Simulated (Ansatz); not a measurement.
# TiNCl: structure and electronic properties, part 1 of 2

This session takes TiNCl and sets out to find the equilibrium cell and compute bands, density of states and charges.

Program: Ansatz 0.2.0. Level of theory: DFT LDA, scalar-relativistic, plane waves, PAW. These are calculated values, not measurements.

### Step 1. The structure to begin with

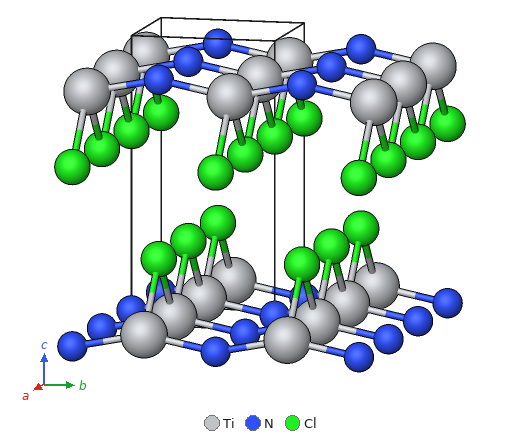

Start, viewed slightly off an axis; titanium light grey, nitrogen blue, chlorine green. 3×2×1 cells are drawn. Atoms on the faces are drawn again on the opposite ones.

As a file:

```cif
data_structure
_symmetry_space_group_name_H-M 'Pmmn:1'
_symmetry_Int_Tables_number 59
_cell_length_a 3.2580
_cell_length_b 3.9370
_cell_length_c 7.8030
_cell_angle_alpha 90.000
_cell_angle_beta 90.000
_cell_angle_gamma 90.000
_cell_volume 100.09
loop_
_atom_site_label
_atom_site_type_symbol
_atom_site_symmetry_multiplicity
_atom_site_Wyckoff_symbol
_atom_site_fract_x
_atom_site_fract_y
_atom_site_fract_z
_atom_site_occupancy
Ti1 Ti 2 b 0.00000 0.50000 0.10000 1
N1 N 2 a 0.50000 0.50000 0.95000 1
Cl1 Cl 2 a 0.50000 0.50000 0.33000 1
```

The structure comes from the Crystallography Open Database.

### Step 2. A first look at the start

File input.yaml:

```yaml
crystal:
  lattice:
    - [3.258, 0.0, 0.0]
    - [0.0, 3.937, 0.0]
    - [0.0, 0.0, 7.803]
  atoms:
    - { symbol: Ti, position: [0.0, 0.5, 0.1] }
    - { symbol: Ti, position: [0.5, 0.0, 0.9] }
    - { symbol: "N", position: [0.5, 0.5, 0.95] }
    - { symbol: "N", position: [0.0, 0.0, 0.05] }
    - { symbol: Cl, position: [0.5, 0.5, 0.33] }
    - { symbol: Cl, position: [0.0, 0.0, 0.67] }
basis:
  ecutwfc: 420
kpoints:
  mp_grid: { grid: [6, 4, 4] }
hamiltonian:
  xc: lda
scf:
  occupations: { method: gaussian, width: 0.1 }
output:
  forces: true
  stress: true
  eigenvalues: true
```

Launch:

```console
> ansatz run input.yaml --threads 2 --pin off --max-ram 5120MiB --backend cpu --events-out ev --progress --plain --runs-dir out
```

Output, cut to the lines that bear on the results:

```text
[...]
SCF converged after 8 iterations
Free energy (F): -7746.338376 eV
[...]
E sigma→0 (E₀):  -7746.338374 eV
Entropy (-TS):   -0.000004 eV (-0.001 meV/atom)
Fermi energy:    6.613296 eV
[...]
--- Forces (eV/Å), atoms counted from 1 ---
  atom   1  Ti     0.00000000     0.00000000    -0.84221643
  atom   2  Ti    -0.00000000     0.00000000     0.84221643
  atom   3  N     -0.00000000     0.00000000     0.25734379
  atom   4  N      0.00000000     0.00000000    -0.25734379
  atom   5  Cl     0.00000000     0.00000000    -0.02015996
  atom   6  Cl    -0.00000000     0.00000000     0.02015996
[...]
--- Stress (GPa, compression-positive) ---
       -5.928420       0.000000      -0.000000
        0.000000      -6.069802      -0.000000
       -0.000000      -0.000000      -3.320605
  P = ⅓ Tr σ = -5.1063 GPa (-51.063 kbar)
--- Band table (eV; the first three rows and the last of 36) ---
[...]
```

It took 16 s on 2 threads of Intel Xeon at 2.50GHz (Skylake/Cascade Lake), shared host; peak memory 0.42 GiB.

The probe gives pressure -5.1 GPa, largest force 0.84 eV/Å, gap on this mesh 0.53 eV. Stress or forces are large, so a loose relaxation on a coarse mesh comes first.

### Step 3. Coarse relaxation

Changes to input.yaml since step 2:

```diff
@@ -15,3 +15,3 @@
 kpoints:
-  mp_grid: { grid: [6, 4, 4] }
+  mp_grid: { grid: [6, 6, 4] }
 hamiltonian:
@@ -24 +24,6 @@
   eigenvalues: true
+relax:
+  adjacent_minimum: "off"
+  f_tol: 0.05
+  max_steps: 80
+  cell: { stress_tol: 0.5 }
```

Launch:

```console
> ansatz run input.yaml --threads 2 --pin off --max-ram 5120MiB --backend cpu --events-out ev --progress --plain --runs-dir out
```

Output:

```text
Warning: RAYON_NUM_THREADS=2 ignored (pool sized by the plan → 2); use --threads N
Engine: ansatz 0.2.0, x86_64-unknown-linux-gnu
Pseudopotentials: kind: paw
Pseudopotential: Ti, paw, valence charge 12, recommended cutoff 420 eV (normal), Ti.paw.azcp
Pseudopotential: N, paw, valence charge 5, recommended cutoff 420 eV (normal), N.paw.azcp
Pseudopotential: Cl, paw, valence charge 7, recommended cutoff 420 eV (normal), Cl.paw.azcp
Functional definition: SPW92
  exchange = slater_x
  correlation = pw_c
Crystal: 6 atoms, lattice volume = 100.087 Å³
Basis set: ecut = 420 eV, 1977 PW (Γ)
Bands: 30, of which v1, the nominal top of the filled ones, is band 24 counted from 1 (23 counted from 0)
Symmetry: 8 space group operations
Space group: Pmmn (ITA 59), of the structure as read, at distance tolerance 4.6e-5 Å
k-points: 48 of 144
Non-local potential: Ti, projectors of the file, l = 0: 3, l = 1: 2, l = 2: 3, l = 3: 1
Non-local potential: N, projectors of the file, l = 0: 2, l = 1: 2, l = 2: 1
Non-local potential: Cl, projectors of the file, l = 0: 2, l = 1: 2, l = 2: 2
PAW form: soft (Blöchl's): semilocal exchange-correlation on the pseudo side does not see the compensation charge
PAW frozen core: Ti, regenerated for the run's functional, and the local potential with it (the file was generated under x = pbe(κ = 0.804, μ = 0.2195149727645171), c = pbe(β = 0.06672455060314922))
PAW frozen core: N, regenerated for the run's functional, and the local potential with it (the file was generated under x = pbe(κ = 0.804, μ = 0.2195149727645171), c = pbe(β = 0.06672455060314922))
PAW frozen core: Cl, regenerated for the run's functional, and the local potential with it (the file was generated under x = pbe(κ = 0.804, μ = 0.2195149727645171), c = pbe(β = 0.06672455060314922))
PAW one-centre angular grid: Ti, 590 points (default); XC on 64 Gauss nodes
PAW one-centre angular grid: N, 110 points (default); XC on 64 Gauss nodes
PAW one-centre angular grid: Cl, 110 points (default); XC on 64 Gauss nodes
Initial density: superposition of atomic densities (neutral atoms: chi_scale 0, normalization atom), corrected by the library's trained network
Initial wavefunctions: pseudopotential atomic-orbital guess
Functional: x = slater, c = lda
SCF iter   1: F=—  HF=-7746.353945 eV  |F-HF|=—  |Δ(HF+E_count)|=         —  Δρ=9.63e-3  dr2=1.21e-1  ethr=1.77e-3  ⟨swp⟩=5.2  Hψ=5988  notcnv=0
preconditioner: auto → Resta (q_TF=auto, 2.414 Å⁻¹)  ε∞=8.1  [insulator: Δε(μ)=0.439 eV  Ē_g=7.877 eV  σ=0.100 eV  W_gap=1.00  n_scr=20 (ndim 8)  ℏωp=21.0 eV  f_vac=0.109  D(μ)=0.01/eV (n_scr^D=0)  ε∞_Penn≈8.1]
SCF iter   2: F=—  HF=-7746.334757 eV  |F-HF|=—  |Δ(HF+E_count)|=   1.92e-2  Δρ=5.95e-3  dr2=3.00e-2  ethr=2.52e-4  ⟨swp⟩=2.8  Hψ=2595  notcnv=0  defer=75
SCF iter   3: F=—  HF=-7746.329979 eV  |F-HF|=—  |Δ(HF+E_count)|=   4.78e-3  Δρ=2.95e-3  dr2=8.87e-3  ethr=6.25e-5  ⟨swp⟩=2.1  Hψ=2197  notcnv=0  defer=75
SCF iter   4: F=—  HF=-7746.328428 eV  |F-HF|=—  |Δ(HF+E_count)|=   1.55e-3  Δρ=1.04e-3  dr2=1.24e-3  ethr=1.85e-5  ⟨swp⟩=2.2  Hψ=1985  notcnv=0  defer=75
SCF iter   5: F=—  HF=-7746.328228 eV  |F-HF|=—  |Δ(HF+E_count)|=   2.00e-4  Δρ=2.50e-4  dr2=8.01e-5  ethr=2.58e-6  ⟨swp⟩=2.3  Hψ=1771  notcnv=0  defer=75
SCF iter   6: F=—  HF=-7746.328235 eV  |F-HF|=—  |Δ(HF+E_count)|=   7.11e-6  Δρ=6.26e-5  dr2=6.69e-6  ethr=1.67e-7  ⟨swp⟩=2.5  Hψ=2149  notcnv=0  defer=75
SCF iter   7: F=—  HF=-7746.328237 eV  |F-HF|=—  |Δ(HF+E_count)|=   1.93e-6  Δρ=1.34e-5  dr2=4.38e-7  ethr=1.39e-8  ⟨swp⟩=2.0  Hψ=1930  notcnv=0  defer=75
SCF iter   8: F=-7746.328237 eV  HF=-7746.328237 eV  |F-HF|=6.77e-9  |Δ(HF+E_count)|=   5.77e-8  Δρ=4.71e-6  dr2=2.39e-8  ethr=2.08e-10  ⟨swp⟩=9.1  Hψ=5745  notcnv=0
SCF 1 converged in 8 iterations: F = -7746.328237 eV  dr2 = 2.39e-8
relax step   1: F+E_penalty+E_count = -7746.32823726 eV  Δ(F+E_penalty+E_count) = +0.000e0 eV  max|allowed force component| = 7.996e-1 eV/Å  Δτ_max = 0.0000 Å  P = -5.101 GPa  Ω = 100.087 Å³  (8 SCF iters, dr2 threshold 1.00e-7 eV, accepted)
Crystal: 6 atoms, lattice volume = 95.414 Å³
Basis set: ecut = 420 eV, 1891 PW (Γ)
Initial density: handed on by an earlier stage of this run
Initial wavefunctions: those handed on with the density
iter 1 solved again at ethr=7.46e-4 eV; its pass at ethr=3.10e-3 eV (dr2=3.58e-1 eV) is discarded
SCF iter   1: F=—  HF=-7746.478799 eV  |F-HF|=—  |Δ(HF+E_count)|=         —  Δρ=9.95e-3  dr2=3.61e-1  ethr=7.46e-4  ⟨swp⟩=1.0  Hψ=8357  notcnv=0
preconditioner: auto → Resta (q_TF=auto, 2.433 Å⁻¹)  ε∞=8.2  [insulator: Δε(μ)=0.662 eV  Ē_g=8.013 eV  σ=0.100 eV  W_gap=1.00  n_scr=20 (ndim 8)  ℏωp=21.5 eV  f_vac=0.060  D(μ)=0.00/eV (n_scr^D=0)  ε∞_Penn≈8.2]
SCF iter   2: F=—  HF=-7746.422337 eV  |F-HF|=—  |Δ(HF+E_count)|=   5.65e-2  Δρ=3.98e-3  dr2=5.39e-2  ethr=7.46e-4  ⟨swp⟩=2.1  Hψ=2127  notcnv=0
SCF iter   3: F=—  HF=-7746.413930 eV  |F-HF|=—  |Δ(HF+E_count)|=   8.41e-3  Δρ=3.30e-3  dr2=2.06e-2  ethr=1.12e-4  ⟨swp⟩=2.3  Hψ=2296  notcnv=0  defer=69
SCF iter   4: F=—  HF=-7746.409911 eV  |F-HF|=—  |Δ(HF+E_count)|=   4.02e-3  Δρ=1.34e-3  dr2=4.44e-3  ethr=4.28e-5  ⟨swp⟩=2.0  Hψ=1987  notcnv=0  defer=69
SCF iter   5: F=—  HF=-7746.408635 eV  |F-HF|=—  |Δ(HF+E_count)|=   1.28e-3  Δρ=4.37e-4  dr2=2.02e-4  ethr=9.25e-6  ⟨swp⟩=2.0  Hψ=1930  notcnv=0  defer=69
SCF iter   6: F=—  HF=-7746.408648 eV  |F-HF|=—  |Δ(HF+E_count)|=   1.27e-5  Δρ=1.06e-4  dr2=1.16e-5  ethr=4.20e-7  ⟨swp⟩=2.1  Hψ=1952  notcnv=0  defer=65
SCF iter   7: F=—  HF=-7746.408652 eV  |F-HF|=—  |Δ(HF+E_count)|=   4.28e-6  Δρ=3.76e-5  dr2=1.59e-6  ethr=2.42e-8  ⟨swp⟩=2.0  Hψ=2042  notcnv=0  defer=63
SCF iter   8: F=-7746.408652 eV  HF=-7746.408652 eV  |F-HF|=3.29e-9  |Δ(HF+E_count)|=   9.48e-9  Δρ=8.60e-6  dr2=7.25e-8  ethr=1.25e-9  ⟨swp⟩=8.6  Hψ=6033  notcnv=0
SCF 2 converged in 8 iterations: F = -7746.408652 eV  dr2 = 7.25e-8
relax step   2: F+E_penalty+E_count = -7746.40865179 eV  Δ(F+E_penalty+E_count) = -8.041e-2 eV  max|allowed force component| = 2.323e-1 eV/Å  Δτ_max = 0.0578 Å  P = -1.214 GPa  Ω = 95.414 Å³  energy of the carried Pulay correction = +7.406e-3 eV  (8 SCF iters, dr2 threshold 6.00e-7 eV, accepted)
Crystal: 6 atoms, lattice volume = 94.961 Å³
iter 1 solved again at ethr=2.18e-5 eV; its pass at ethr=3.10e-3 eV (dr2=1.05e-2 eV) is discarded
SCF iter   1: F=—  HF=-7746.417648 eV  |F-HF|=—  |Δ(HF+E_count)|=         —  Δρ=2.77e-3  dr2=9.89e-3  ethr=2.18e-5  ⟨swp⟩=2.5  Hψ=7966  notcnv=0
preconditioner: auto → Resta (q_TF=auto, 2.435 Å⁻¹)  ε∞=7.9  [insulator: Δε(μ)=0.499 eV  Ē_g=8.179 eV  σ=0.100 eV  W_gap=1.00  n_scr=20 (ndim 8)  ℏωp=21.6 eV  f_vac=0.068  D(μ)=0.00/eV (n_scr^D=0)  ε∞_Penn≈7.9]
SCF iter   2: F=—  HF=-7746.415774 eV  |F-HF|=—  |Δ(HF+E_count)|=   1.87e-3  Δρ=1.21e-3  dr2=1.53e-3  ethr=2.06e-5  ⟨swp⟩=2.0  Hψ=2109  notcnv=0
SCF iter   3: F=—  HF=-7746.415526 eV  |F-HF|=—  |Δ(HF+E_count)|=   2.47e-4  Δρ=6.56e-4  dr2=4.93e-4  ethr=3.18e-6  ⟨swp⟩=2.2  Hψ=2130  notcnv=0
SCF iter   4: F=—  HF=-7746.415424 eV  |F-HF|=—  |Δ(HF+E_count)|=   1.02e-4  Δρ=2.39e-4  dr2=6.94e-5  ethr=1.03e-6  ⟨swp⟩=2.0  Hψ=2049  notcnv=0
SCF iter   5: F=—  HF=-7746.415401 eV  |F-HF|=—  |Δ(HF+E_count)|=   2.26e-5  Δρ=5.95e-5  dr2=3.83e-6  ethr=1.45e-7  ⟨swp⟩=2.0  Hψ=2060  notcnv=0
SCF iter   6: F=-7746.415401 eV  HF=-7746.415401 eV  |F-HF|=3.55e-8  |Δ(HF+E_count)|=   1.76e-7  Δρ=1.65e-5  dr2=2.80e-7  ethr=1.25e-9  ⟨swp⟩=6.4  Hψ=5959  notcnv=0
SCF 3 converged in 6 iterations: F = -7746.415401 eV  dr2 = 2.80e-7
relax step   3: F+E_penalty+E_count = -7746.41540097 eV  Δ(F+E_penalty+E_count) = -6.749e-3 eV  max|allowed force component| = 8.847e-2 eV/Å  Δτ_max = 0.0178 Å  P = +0.374 GPa  Ω = 94.961 Å³  energy of the carried Pulay correction = +8.142e-3 eV  (6 SCF iters, dr2 threshold 6.00e-7 eV, accepted)
Crystal: 6 atoms, lattice volume = 94.772 Å³
iter 1 solved again at ethr=2.02e-6 eV; its pass at ethr=3.10e-3 eV (dr2=9.71e-4 eV) is discarded
SCF iter   1: F=—  HF=-7746.417156 eV  |F-HF|=—  |Δ(HF+E_count)|=         —  Δρ=8.32e-4  dr2=9.48e-4  ethr=2.02e-6  ⟨swp⟩=2.9  Hψ=7861  notcnv=0
preconditioner: auto → Resta (q_TF=auto, 2.436 Å⁻¹)  ε∞=8.0  [insulator: Δε(μ)=0.477 eV  Ē_g=8.180 eV  σ=0.100 eV  W_gap=1.00  n_scr=20 (ndim 8)  ℏωp=21.6 eV  f_vac=0.065  D(μ)=0.00/eV (n_scr^D=0)  ε∞_Penn≈8.0]
SCF iter   2: F=—  HF=-7746.416980 eV  |F-HF|=—  |Δ(HF+E_count)|=   1.76e-4  Δρ=4.42e-4  dr2=2.63e-4  ethr=1.97e-6  ⟨swp⟩=2.0  Hψ=1712  notcnv=0
SCF iter   3: F=—  HF=-7746.416913 eV  |F-HF|=—  |Δ(HF+E_count)|=   6.70e-5  Δρ=2.62e-4  dr2=8.66e-5  ethr=5.47e-7  ⟨swp⟩=2.0  Hψ=1993  notcnv=0
SCF iter   4: F=—  HF=-7746.416899 eV  |F-HF|=—  |Δ(HF+E_count)|=   1.36e-5  Δρ=8.12e-5  dr2=1.10e-5  ethr=1.80e-7  ⟨swp⟩=2.0  Hψ=2060  notcnv=0
SCF iter   5: F=—  HF=-7746.416897 eV  |F-HF|=—  |Δ(HF+E_count)|=   1.86e-6  Δρ=2.65e-5  dr2=7.22e-7  ethr=2.30e-8  ⟨swp⟩=2.0  Hψ=1950  notcnv=0
SCF iter   6: F=-7746.416897 eV  HF=-7746.416898 eV  |F-HF|=3.65e-8  |Δ(HF+E_count)|=   6.26e-8  Δρ=7.81e-6  dr2=9.28e-8  ethr=1.25e-9  ⟨swp⟩=5.0  Hψ=5712  notcnv=0
SCF 4 converged in 6 iterations: F = -7746.416897 eV  dr2 = 9.28e-8
relax step   4: F+E_penalty+E_count = -7746.41689747 eV  Δ(F+E_penalty+E_count) = -1.497e-3 eV  max|allowed force component| = 3.825e-2 eV/Å  Δτ_max = 0.0142 Å  P = +0.073 GPa  Ω = 94.772 Å³  energy of the carried Pulay correction = +8.450e-3 eV  (6 SCF iters, dr2 threshold 6.00e-7 eV, accepted)
Initial wavefunctions: pseudopotential atomic-orbital guess (no wavefunctions were taken with the density)
iter 1 solved again at ethr=5.50e-8 eV; its pass at ethr=3.10e-3 eV (dr2=2.64e-5 eV) is discarded
SCF iter   1: F=—  HF=-7746.410255 eV  |F-HF|=—  |Δ(HF+E_count)|=         —  Δρ=2.03e-4  dr2=6.87e-6  ethr=5.50e-8  ⟨swp⟩=3.5  Hψ=10140  notcnv=0
preconditioner: auto → Resta (q_TF=auto, 2.436 Å⁻¹)  ε∞=8.0  [insulator: Δε(μ)=0.477 eV  Ē_g=8.183 eV  σ=0.100 eV  W_gap=1.00  n_scr=20 (ndim 8)  ℏωp=21.6 eV  f_vac=0.066  D(μ)=0.00/eV (n_scr^D=0)  ε∞_Penn≈8.0]
SCF iter   2: F=—  HF=-7746.410256 eV  |F-HF|=—  |Δ(HF+E_count)|=   1.76e-6  Δρ=1.03e-4  dr2=2.60e-6  ethr=1.43e-8  ⟨swp⟩=2.0  Hψ=2118  notcnv=0
SCF iter   3: F=—  HF=-7746.410254 eV  |F-HF|=—  |Δ(HF+E_count)|=   2.65e-6  Δρ=5.33e-5  dr2=8.60e-7  ethr=5.43e-9  ⟨swp⟩=2.0  Hψ=2082  notcnv=0
SCF iter   4: F=—  HF=-7746.410254 eV  |F-HF|=—  |Δ(HF+E_count)|=   8.29e-8  Δρ=6.81e-6  dr2=2.03e-8  ethr=1.79e-9  ⟨swp⟩=2.0  Hψ=2032  notcnv=0
SCF iter   5: F=-7746.410254 eV  HF=-7746.410254 eV  |F-HF|=5.07e-10  |Δ(HF+E_count)|=  6.58e-10  Δρ=1.21e-6  dr2=2.22e-9  ethr=1.25e-11  ⟨swp⟩=4.5  Hψ=4992  notcnv=0
SCF 5 converged in 5 iterations: F = -7746.410254 eV  dr2 = 2.22e-9
relax step   5: F+E_penalty+E_count = -7746.41025390 eV  Δ(F+E_penalty+E_count) = +6.644e-3 eV  max|allowed force component| = 3.794e-2 eV/Å  Δτ_max = 0.0000 Å  P = -0.034 GPa  Ω = 94.772 Å³  stress off target by 6.74e-2 GPa  SCF on the basis re-selected at this cell (its energy is not comparable with the rows above)  (5 SCF iters)
basis re-selected at this cell: Δ(F+E_penalty+E_count) = +6.644e-3 eV, ΔP = -0.107 GPa vs the last step (what re-selecting the basis moved, of the pressure what is left beyond the Pulay correction that the steps carried, after the strain that the cell walked since its last selection, with what the two solves' SCF thresholds leave and, on support functions, any second-order correction that the steps lacked; it is no measure of the basis error at this ecutwfc). This SCF's stress stands 6.74e-2 GPa from its target on what of the cell is left free (relax.cell.stress_tol is 5.00e-1 GPa) and its largest allowed force component is 3.79e-2 eV/Å (relax.f_tol is 5.00e-2 eV/Å): within both
SCF converged after 5 iterations
Free energy (F): -7746.410254 eV
Harris-Foulkes:  -7746.410254 eV  (|F-HF|=5.07e-10)
Internal energy: -7746.410244 eV  (E = F + TS)
E sigma→0 (E₀):  -7746.410249 eV
Entropy (-TS):   -0.000010 eV (-0.002 meV/atom)
Fermi energy:    7.277390 eV
--- Per-component energies (eV) ---
  E_band       = -478.477061
  E_kinetic    = 1132.153486
  E_local      = -4800.957351  (includes V_loc(G=0)·N_el)
  E_nonlocal   = 171.405155
  E_hartree    = 2017.664439
  E_xc         = -526.954993
  E_vxc        = -641.913609  (∫ρ·V_xc dr)
  E_paw        = -3481.116938  (= ΣΔE_a)
  E_vpaw       = -374.491533  (= ΣTr[D̂ρ^β])
  E_aug_tail   = 0.000656  (compensation charges beyond the density's cutoff)
  E_ewald      = -2259.797670
  E_core_change = 1.192972  (= ΣΔE_core)
  E_smearing   = -0.000010  (= −TS)
  E_closure    = 0.000000  (closes the sum)
  Σ components = -7746.410254   (vs F -7746.410254, Δ=0.00e0)
--- Forces (eV/Å), atoms counted from 1 ---
  atom   1  Ti     0.00000000     0.00000000    -0.01520905
  atom   2  Ti    -0.00000000    -0.00000000     0.01520905
  atom   3  N     -0.00000000     0.00000000     0.03793817
  atom   4  N      0.00000000     0.00000000    -0.03793817
  atom   5  Cl    -0.00000000     0.00000000     0.01494505
  atom   6  Cl     0.00000000     0.00000000    -0.01494505
  max |Σ_I F_I| component: 1.73e-18 eV/Å
--- Stress (GPa, compression-positive) ---
       -0.064327       0.000000       0.000000
        0.000000       0.030173       0.000000
        0.000000       0.000000      -0.067434
  P = ⅓ Tr σ = -0.0339 GPa (-0.339 kbar)
--- Band table (eV; the first three rows and the last of 48) ---
  k-point 0: bands = ["-49.6129", "-49.5207", "-26.3131", "-26.3045", "-26.1642", "-26.1261", "-26.0068", "-25.9825", "-8.4588", "-7.7445", "-7.1381", "-6.1685", "1.8593", "2.4883", "2.5285", "2.8886", "3.9768", "4.1654", "4.3109", "4.7245", "5.1219", "5.2887", "6.2204", "7.0380", "7.5165", "8.8124", "9.1860", "9.2985", "9.4035", "9.9415"]
  k-point 1: bands = ["-49.6129", "-49.5206", "-26.3131", "-26.3044", "-26.1642", "-26.1261", "-26.0068", "-25.9825", "-8.3909", "-7.8984", "-7.0442", "-6.1714", "1.6579", "2.4884", "2.8465", "2.8940", "3.9373", "4.2030", "4.2730", "4.7745", "5.0594", "5.2274", "6.1370", "7.0382", "7.5166", "8.8066", "9.1093", "9.2864", "9.4033", "10.0085"]
  k-point 2: bands = ["-49.6129", "-49.5207", "-26.3131", "-26.3044", "-26.1642", "-26.1261", "-26.0068", "-25.9825", "-8.2593", "-8.0952", "-6.9706", "-6.1746", "1.5271", "2.4885", "2.8994", "3.1118", "3.9008", "4.2413", "4.3257", "4.7290", "4.8184", "5.3496", "6.0335", "7.0382", "7.5167", "8.8005", "9.0420", "9.2803", "9.4030", "10.0659"]
  k-point 47: bands = ["-49.5489", "-49.5489", "-26.4487", "-26.4487", "-26.1758", "-26.1758", "-26.0276", "-26.0276", "-7.3251", "-7.3251", "-5.8106", "-5.8106", "1.1972", "1.1972", "2.4791", "2.4791", "3.5653", "3.5653", "3.5657", "3.5657", "4.4270", "4.4270", "4.9553", "4.9553", "9.0951", "9.0951", "9.2521", "9.2521", "10.0933", "10.0933"]
--- Relaxed structure (4 steps of the walk, 4 accepted, 1 SCFs on fresh bases) ---
  F+E_penalty+E_count = -7746.41025390 eV   max|allowed force component| = 3.794e-2 eV/Å   (the final SCF, on the basis selected at the relaxed cell)
  cell:  # Å, volume = 94.7720 Å³
    - [3.205903077374531, 5.405786089373422e-34, -1.3176603592847714e-33]
    - [6.532406333291332e-34, 3.889791205658591, 5.307580145799207e-34]
    - [-3.641345723012846e-33, 1.0519443199814887e-33, 7.599817158284363]
  atoms:
    - { symbol: Ti, position: [6.157694982821862e-36, 0.5, 0.09950713512491963] }
    - { symbol: Ti, position: [0.5, 8.552847072295026e-50, 0.9004928648750805] }
    - { symbol: N, position: [0.5, 0.5, 0.9489065495469188] }
    - { symbol: N, position: [6.120748812924955e-34, 5.345529420184391e-51, 0.05109345045308109] }
    - { symbol: Cl, position: [0.5, 0.5, 0.33694098327465033] }
    - { symbol: Cl, position: [-6.810410651001005e-34, 4.276423536147513e-50, 0.6630590167253497] }
```

Wall time 1.9 min (2 threads of Intel Xeon at 2.50GHz (Skylake/Cascade Lake), shared host); peak memory 0.47 GiB.

The steps of the relaxation:

```csv
step,energy from step 1 (eV/cell),largest force component (eV/Å),pressure (GPa),volume (Å³)
1,0.0000,0.7996,-5.10,100.09
2,-0.0804,0.2323,-1.21,95.41
3,-0.0872,0.0885,0.37,94.96
4,-0.0887,0.0382,0.07,94.77
5,-0.0820,0.0379,-0.03,94.77
```

Step 1 is the start. Step 5 repeats the geometry before it on a plane-wave basis chosen anew for that cell, so its energy need not be comparable with the rows above.

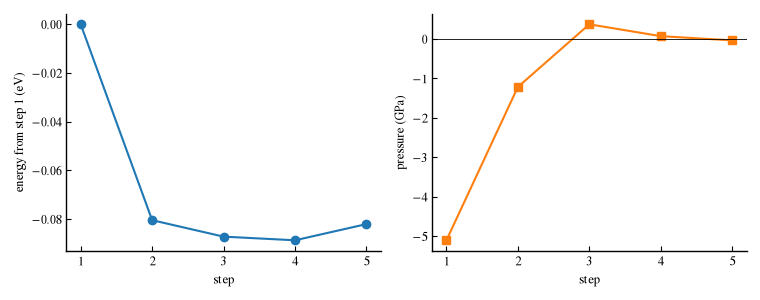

Energy and pressure along the relaxation.

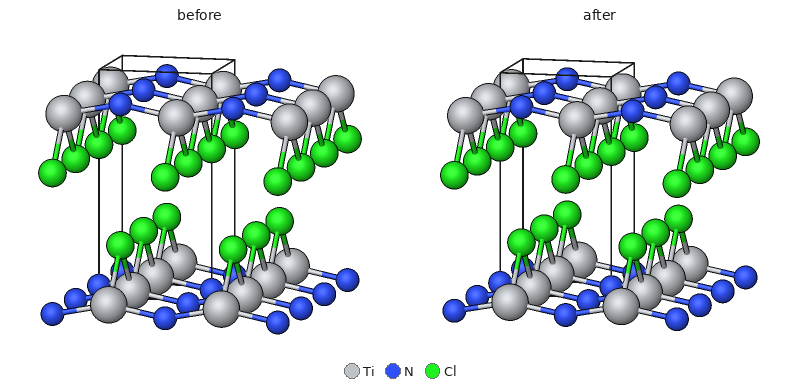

Before and after, at one scale.

|  | before | after | change |
| --- | --- | --- | --- |
| a (Å) | 3.258 | 3.206 | -1.6 % |
| b (Å) | 3.937 | 3.890 | -1.2 % |
| c (Å) | 7.803 | 7.600 | -2.6 % |
| volume (Å³/atom) | 16.68 | 15.80 | -5.3 % |
| shortest distance (Å) | 2.006 | 1.970 | -1.8 % |
| space group (0.01 Å) | Pmmn | Pmmn | same |

The run keeps the 8 symmetry operations of the start, so it could not have lowered the symmetry.

(Continued in part 2 of 2.)
